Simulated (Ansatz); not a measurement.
# C₃H₅NOSi (SMILES N#C/C=C/[SiH2]O): what the fields show

Input file:

```
basis:
  gaussian:
    orbitals: def2-SVPD
crystal:
  periodic: [false, false, false]
  atoms:
    - {symbol: C, position_ang: [-0.400000, 0.118044, -3.933076]}
    - {symbol: C, position_ang: [-0.273722, 0.592393, -2.587456]}
    - {symbol: C, position_ang: [0.387482, -0.077170, -1.622951]}
    - {symbol: N, position_ang: [-0.508847, -0.256700, -5.027056]}
    - {symbol: O, position_ang: [-0.312766, 2.035348, 0.068438]}
    - {symbol: Si, position_ang: [0.519763, 0.589929, 0.116696]}
    - {symbol: H, position_ang: [-0.752642, 1.553371, -2.368359]}
    - {symbol: H, position_ang: [0.854198, -1.035788, -1.880126]}
    - {symbol: H, position_ang: [1.954493, 0.776289, 0.485577]}
    - {symbol: H, position_ang: [-0.081941, -0.376726, 1.082497]}
    - {symbol: H, position_ang: [-0.376574, 2.564076, 0.871197]}
hamiltonian:
  xc: {name: PBE0}
output: {forces: true, orbitals: {seedname: orbitals}}
```

Run with:

```sh
ansatz run input.yaml --threads 2 --pin off --max-ram 4350MiB --events-out events.jsonl --progress --plain --runs-dir runs
```

Geometry: B3LYP-D3(BJ)/def2-SVP.

These are results of isolated molecule in a Gaussian basis; Kohn-Sham density functional theory, functional PBE0 in Ansatz, not measurements.

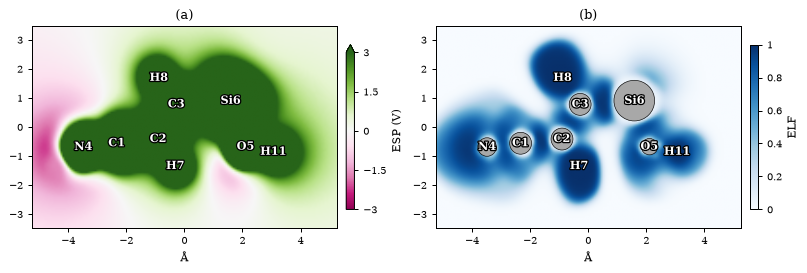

Figure 1. (a) molecular electrostatic potential; (b) ELF on the plane of atoms C3, Si6 and O5. Grey discs cover the atomic cores in the ELF map.

**Describe what can be read from this map.**

- The section cuts through C, N, O, Si and H sites.
- C–N (1.16 Å): the ELF peaks at about 0.85 between the atoms; a short, multiple covalent bond.
- C–C (1.35 Å): the ELF peaks at about 0.90 between the atoms, as expected for a covalent bond.
- Si–O (1.67 Å): the ELF peaks at about 0.90 between the atoms (a polar covalent bond).
- C–Si (1.87 Å): the ELF peaks at about 1 between the atoms, as expected for a shared electron pair.
- O–H (0.96 Å): the ELF climbs to about 1 towards the hydrogen, as it does in any bond to H; a covalent bond by its length.
- The ELF also peaks beside N4, away from the bonds: lone-pair regions.
- Outside the dense part of the molecule the potential is most negative (−2.2 V) near N4.

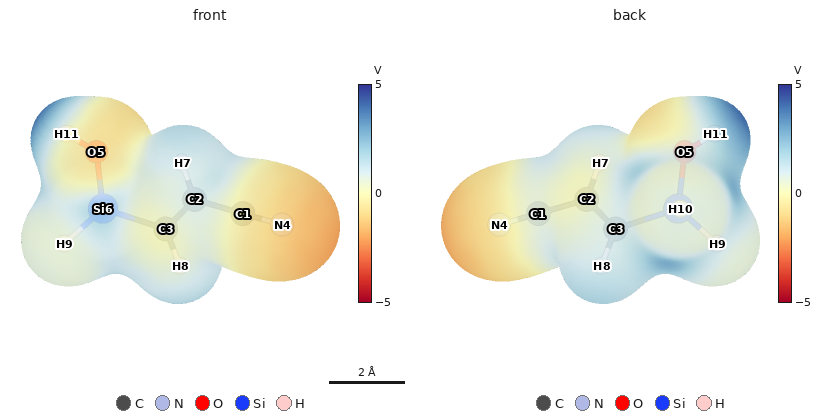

Figure 2. The electrostatic potential painted on the density surface at 0.004 e/bohr³, seen from the front and from behind; the colour scale runs from red (negative) to blue (positive).

**Describe the electrostatic potential map.**

The most negative region (about −2.0 V, or −46 kcal/mol for a unit charge) lies over N4, the most positive (about +3.9 V, or +90 kcal/mol for a unit charge) over H11. N4 is the likeliest acceptor of a hydrogen bond.

**What dipole moment does the calculation give?**

Its dipole moment is 5.17 D.

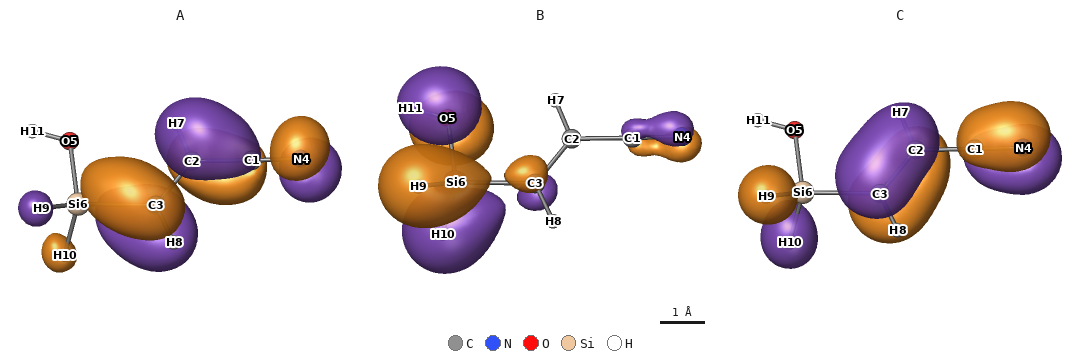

Figure 3. Three frontier orbitals at ±0.1 Å⁻³ᐟ² (orange and purple are the two phases), in no order.

**Order the three orbitals by energy and name them.**

B is the HOMO−1 (−9.31 eV). It lies mainly on O5 (about 45 %), Si6 (about 20 %), H10 (about 15 %) and H9 (about 15 %). C is the HOMO (−8.31 eV). Its weight (Hirshfeld) is mainly on C3 (about 25 %), C2 (about 25 %), N4 (about 20 %) and C1 (about 10 %). A is the LUMO (−2.01 eV). It lies mainly on C3 (about 30 %), C2 (about 25 %), N4 (about 15 %) and C1 (about 10 %).

**What is the HOMO–LUMO gap?**

6.30 eV between the orbital energies.
